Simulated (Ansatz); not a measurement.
**UPBE/def2-SVPD run of C2H3Ge (SMILES [C]#[C][GeH3])**

Aim: the vertical doublet–quartet gap of C2H3Ge at UPBE/def2-SVPD, from 2 runs. 

The calculation is run with Ansatz 0.2.0.

55 further runs of the same task are left out: 6 that didn't finish, 49 set aside as unsound or not needed. Runs told in other sessions of the task aren't counted.

### Step 1. The structure to begin with

C2H3Ge: 6 atoms, total charge 0, spin state doublet. As SMILES, `[C]#[C][GeH3]`. Geometry: relaxed at PBE0-D4/def2-TZVP.

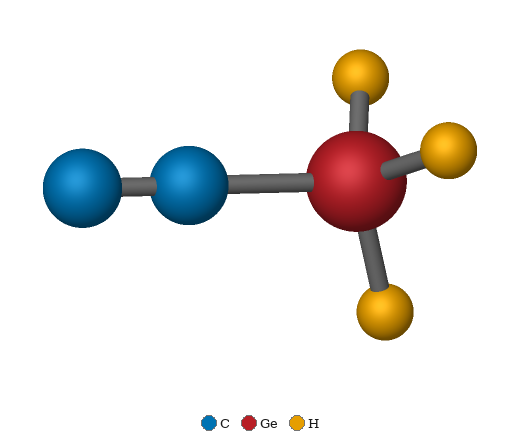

Viewed from a chosen angle; carbon blue, germanium red, hydrogen amber.

### Step 2. A single-point energy at UPBE/def2-SVPD

Contents of run.yaml:

```yaml
crystal:
  periodic: [false, false, false]
  atoms:
    - {symbol: C, position_ang: [1.063000, -1.993700, 1.127200]}
    - {symbol: C, position_ang: [0.554800, -1.039400, 0.581600]}
    - {symbol: Ge, position_ang: [-0.244200, 0.461100, -0.277700]}
    - {symbol: H, position_ang: [-1.482100, -0.028100, -1.035900]}
    - {symbol: H, position_ang: [0.783700, 1.059700, -1.242900]}
    - {symbol: H, position_ang: [-0.633000, 1.476400, 0.801400]}
basis:
  gaussian: {orbitals: def2-SVPD}
hamiltonian: {xc: pbe}
magnetization: {spin_polarized: true, initial_magnetization: 1}
accuracy: high
output: {orbitals: {seedname: orbitals}}
```

On the command line:

```console
$ ansatz run run.yaml --threads 1 --pin off --max-ram 3480MiB --events-out events.jsonl --progress --plain --runs-dir runs
```

The log of the run:

```text
Warning: RAYON_NUM_THREADS=1 ignored (pool sized by the plan → 1); use --threads N
Functional definition: PBE
  name "PBE"
  parameter kappa = 0.804
  parameter beta = 0.06672455060314922
  exchange = pbe_x(kappa = kappa, mu = beta*pi^2/3)
  correlation = pbe_c(beta = beta)
2013 factors; integrals over basis functions are off by at most 4.5e-9 eV
mean field evaluation 1: about -58610.0413 eV, gradient 3.4e1 eV
mean field evaluation 2: about -58595.8191 eV, gradient 5.7e1 eV
mean field evaluation 4: about -58615.4000 eV, gradient 4.8e0 eV
mean field evaluation 8: about -58615.5218 eV, gradient 1.7e-1 eV
mean field evaluation 16: about -58615.5220 eV, gradient 1.3e-4 eV
mean field evaluation 32: about -58614.8485 eV, gradient 8.3e0 eV
mean field -58615.52196501 eV, -2154.0807011865 hartree, gradient 9.0e-8 eV, S^2 0.771259; 4 other end points of the search recorded, 0 dependent functions left out
reference -58615.52196945 eV, -2154.0807013494 hartree; 24, 23 occupied and 78, 79 virtual orbitals, 2013 factors
Total energy: -58615.52196945 eV, -2154.0807013494 hartree
```

It took 14 s on 1 thread of Arm Neoverse V1, shared host; peak memory 0.31 GiB.

### Step 3. The quartet

Contents of input.yaml:

```yaml
crystal:
  periodic: [false, false, false]
  atoms:
    - symbol: C
      position_ang: [1.063000, -1.993700, 1.127200]
    - symbol: C
      position_ang: [0.554800, -1.039400, 0.581600]
    - symbol: Ge
      position_ang: [-0.244200, 0.461100, -0.277700]
    - symbol: H
      position_ang: [-1.482100, -0.028100, -1.035900]
    - symbol: H
      position_ang: [0.783700, 1.059700, -1.242900]
    - symbol: H
      position_ang: [-0.633000, 1.476400, 0.801400]
basis:
  gaussian:
    orbitals: def2-SVPD
magnetization:
  spin_polarized: true
  initial_magnetization: 3
accuracy: high
output:
  orbitals: {seedname: orbitals}
hamiltonian:
  xc: {name: PBE}
```

On the command line:

```console
$ ansatz run input.yaml --threads 1 --pin off --max-ram 3480MiB --events-out events.jsonl --progress --plain --runs-dir runs
```

The log of the run (excerpt; [...] marks lines left out):

```text
Warning: RAYON_NUM_THREADS=1 ignored (pool sized by the plan → 1); use --threads N
[... 2 set-up lines as earlier in the session ...]
[...]
2013 factors; integrals over basis functions are off by at most 4.5e-9 eV
[...]
mean field -58610.41242562 eV, -2153.8929290773 hartree, gradient 2.7e-8 eV, S^2 3.763344; 16 other end points of the search recorded, 0 dependent functions left out
reference -58610.41243006 eV, -2153.8929292403 hartree; 25, 22 occupied and 77, 80 virtual orbitals, 2013 factors
Total energy: -58610.41243006 eV, -2153.8929292403 hartree
```

It took 3.9 min on 1 thread of Arm Neoverse V1, shared host; peak memory 0.35 GiB.

### Step 4. Outcome

Level: UPBE/def2-SVPD.

```
                                        quantity           value
                           doublet: total energy  -2154.08070 Eh
     doublet: HOMO energy (highest over α and β)        -7.04 eV
      doublet: LUMO energy (lowest over α and β)        -5.99 eV
                                   doublet: ⟨S²⟩           0.771
                           quartet: total energy  -2153.89293 Eh
     quartet: HOMO energy (highest over α and β)        -2.20 eV
                                   quartet: ⟨S²⟩           3.763
vertical energy of the quartet above the doublet        5.110 eV
```

**Reading.** At this shape the quartet lies 5.11 eV (118 kcal/mol) above the doublet.
